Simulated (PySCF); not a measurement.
**C₄H₆FN, SMILES `C=CC(F)C=N`: what the electrons do**

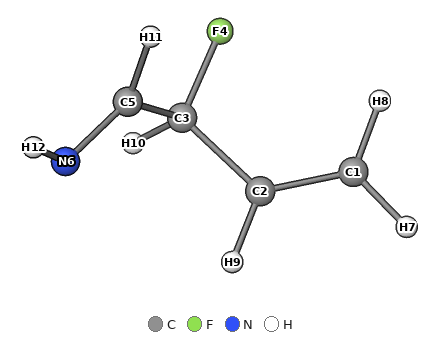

The molecule, with its atoms numbered as below. No frequency check shows the geometry to be a minimum.

Geometry (Å), atoms numbered from 1:

```
C1       2.0496   -0.7402    0.3078
C2       0.8822   -0.7951   -0.3027
C3      -0.0577    0.3727   -0.4389
F4       0.5266    1.5399    0.0017
C5      -1.2917    0.1000    0.3765
N6      -2.1787   -0.6638   -0.0667
H7       2.6859   -1.6044    0.3842
H8       2.4180    0.1749    0.7404
H9       0.4929   -1.7027   -0.7393
H10     -0.3219    0.5242   -1.4934
H11     -1.2885    0.6002    1.3529
H12     -2.9696   -0.8290    0.5510
```

## 1. Bonding charge

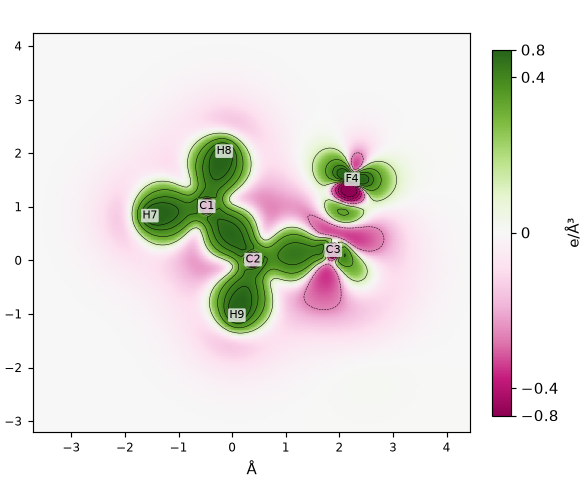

Deformation density (molecule less spherical, spin-averaged free atoms) in the plane of C1, C2, C3, F4, H7, H8 and H9; colour scale in e/Å³, logarithmic beyond ±0.1; green: gain, pink: loss.

Method: TPSS/def2-TZVP; geometry: GFN2-xTB; program: PySCF.

Question: How much density has each bond in this plane gained at its critical point, relative to the free atoms?

Answer: C1–C2: +0.76 e/Å³ at the bond critical point (bond length 1.32 Å, Mayer order 2.0). C2–H9: +0.74 e/Å³ at the bond critical point (bond length 1.08 Å, Mayer order 0.9). C1–H8: +0.74 e/Å³ at the bond critical point (bond length 1.08 Å, Mayer order 0.9). C1–H7: +0.74 e/Å³ at the bond critical point (bond length 1.08 Å, Mayer order 0.9). C2–C3: +0.54 e/Å³ at the bond critical point (bond length 1.50 Å, Mayer order 1.0). C3–F4: −0.07 e/Å³ at the bond critical point (bond length 1.38 Å, Mayer order 1.0); up to 0.6 Å beside the axis the gain reaches +0.22 e/Å³. In all, 2.7 electrons gather in the regions of gain relative to the promolecule. A small or negative value marks a very polar bond, one between electron-rich atoms, whose free-atom densities already overlap strongly, a long bond to a heavier atom, or a closed-shell contact such as a hydrogen bond.

## 2. Bond critical points

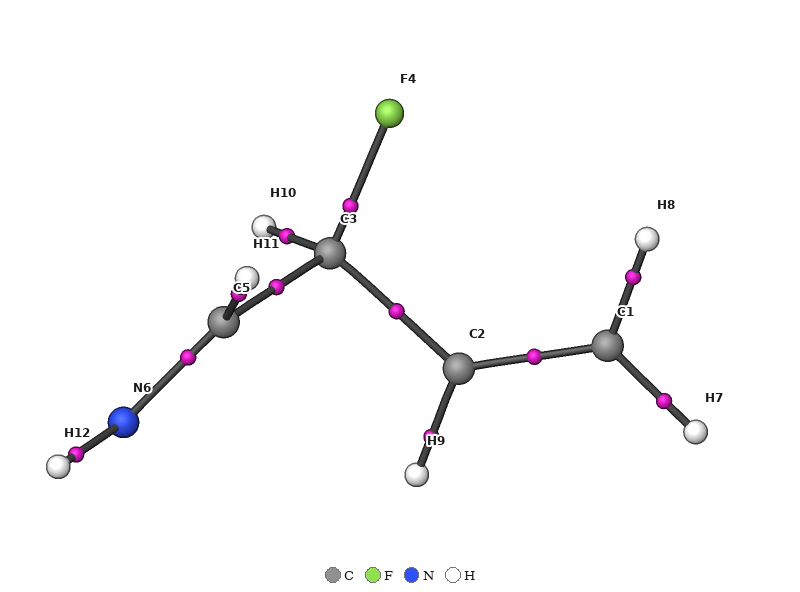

Molecular graph of the electron density (QTAIM): bond paths, bond critical points (magenta), ring points (cyan, if any); weak paths are dashed.

Question: How many critical points of each kind are there, and does the count close?

Answer: 12 nuclei, 11 bond, 0 ring and 0 cage critical points: 12 − 11 + 0 − 0 = 1, as the Poincaré–Hopf relation requires.

Question: Tabulate density, Laplacian, ellipticity and energy density at the bond critical points (atomic units).

Answer:
| bond | length (Å) | ρ (a.u.) | ∇²ρ (a.u.) | ε | H (a.u.) |
| --- | --- | --- | --- | --- | --- |
| C5–N6 | 1.252 | 0.410 | −1.05 | 0.23 | −0.747 |
| C1–C2 | 1.318 | 0.358 | −1.10 | 0.36 | −0.429 |
| N6–H12 | 1.017 | 0.337 | −1.60 | 0.02 | −0.456 |
| C1–H8 | 1.077 | 0.289 | −1.04 | 0.01 | −0.298 |
| C1–H7 | 1.076 | 0.289 | −1.03 | 0.01 | −0.298 |
| C2–H9 | 1.080 | 0.289 | −1.03 | 0.01 | −0.296 |
| C3–H10 | 1.098 | 0.286 | −1.02 | 0.05 | −0.287 |
| C5–H11 | 1.097 | 0.281 | −0.99 | 0.01 | −0.281 |
| C3–C5 | 1.504 | 0.269 | −0.74 | 0.09 | −0.245 |
| C2–C3 | 1.505 | 0.262 | −0.69 | 0.08 | −0.236 |
| C3–F4 | 1.378 | 0.245 | −0.20 | 0.01 | −0.359 |

Question: What kind of interaction is C3–C5?

Answer: Shared-shell (covalent): ρ = 0.269, ∇²ρ = −0.74, H = −0.245 a.u.

## 3. Electrostatic potential

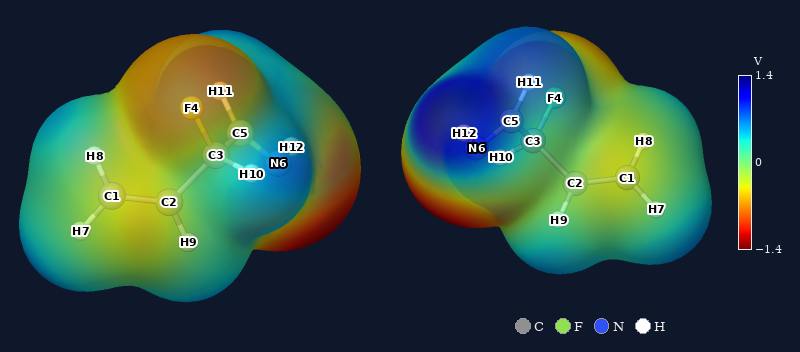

Electrostatic potential on the surface of electron density 0.001 a.u. (back view left, front view right).

Question: Where are the extremes of the potential on the surface?

Answer: Highest: 1.30 V, 1.3 Å from H12. Further maxima include 0.65 V, 1.3 Å from H7; 0.60 V, 1.4 Å from H10. Lowest: −1.30 V, 2.0 Å from N6. Further minima include −0.75 V, 1.7 Å from F4; −0.48 V, over C1, off the plane of its three bonds (2.1 Å). The surface is sampled at points, so like sites can differ by a few per cent and only the strongest of them is named.

## 4. Excited states

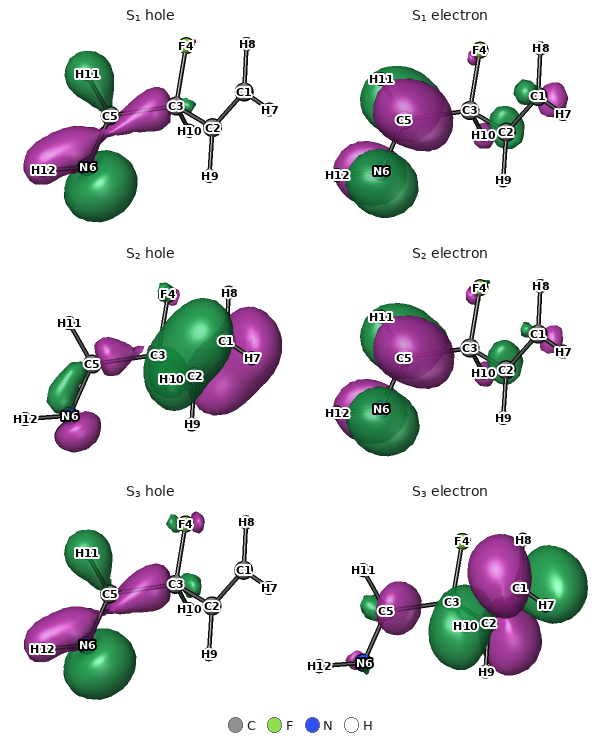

Leading natural transition orbitals (full linear response singlet states).

PySCF calculation, PBE0/def2-SVP, gas phase; geometry: GFN2-xTB. Without diffuse functions Rydberg states are missing, so the states' numbers hold for this basis only.

Question: Describe these excited states.

Answer: By state:
- S₁: 5.16 eV (240 nm), f = 0.017; the leading pair carries 100 %; hole on N6 (59 %), C5 (12 %) and H11 (8 %), electron on C5 (38 %), N6 (36 %) and C3 (6 %); their centroids lie 0.5 Å apart.
- S₂: 6.40 eV (194 nm), f = 0.050, charge transfer, whose energy this functional puts too low; the leading pair carries 99 %; hole on C1 (38 %), C2 (33 %) and N6 (6 %), electron on C5 (37 %), N6 (35 %) and C3 (6 %); their centroids lie 2.4 Å apart.
- S₃: 7.00 eV (177 nm), f = 0.052, charge transfer, whose energy this functional puts too low; the leading pair carries 99 %; hole on N6 (54 %), C5 (12 %) and C3 (8 %), electron on C1 and C2 (34 % each), C5 (7 %) and C3 (5 %); their centroids lie 2.7 Å apart.

## 5. In an electric field

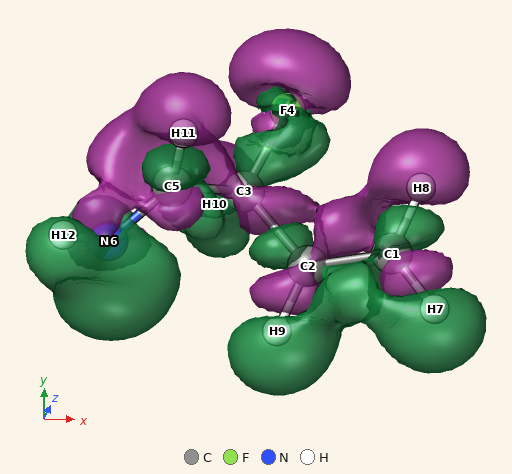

Change of the electron density in a uniform field of 0.51 V/Å, surfaces at ±0.003 e/Å³ (green: gain, purple: loss).

Level of theory: B3LYP/def2-SVPD (PySCF), at a geometry from GFN2-xTB.

Question: Along which Cartesian direction does the field point?

Answer: Along +y: electrons gather on the −y side, against the field.

Question: How large is the response?

Answer: The induced dipole is 1.30 D (along the field); α along this axis, from the fields in both directions, is 51 bohr³ (7.6 Å³).

Question: Which atoms gain and lose the most charge?

Answer: Electrons gather most on H9 (Hirshfeld charge changes by −0.018 e) and leave F4 most (+0.022 e); 0.134 electrons are displaced in all.
